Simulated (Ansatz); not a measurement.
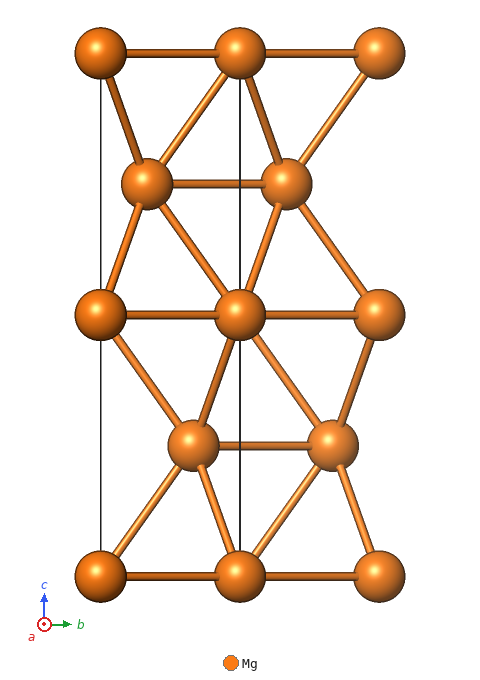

The picture looks along a close-packed row of the hexagonal mesh; c points upwards. Every atom sits on one of the three columns of the mesh; call them A, B, C in the order in which they first turn up. The sequence starts with the first layer at or above the cell's origin.

Mg: coordinates from a relaxation with Ansatz, DFT, RPBE, plane waves (420 eV) with PAW, scalar-relativistic; the starting structure was generated, so it need not be a known form of this composition.

> Read off the stacking sequence over one period.

Mg(A) – Mg(B) – Mg(A) – Mg(C) (four layers in 10.51 Å).

> Taking all atoms as equal spheres, what packing is it?

As equal spheres, ABAC: a mixed close packing, (ch) in Jagodzinski's notation.

> What short polytype symbol fits?

Polytype symbol 4H, Ramsdell's symbol (number of layers in the repeat and lattice).
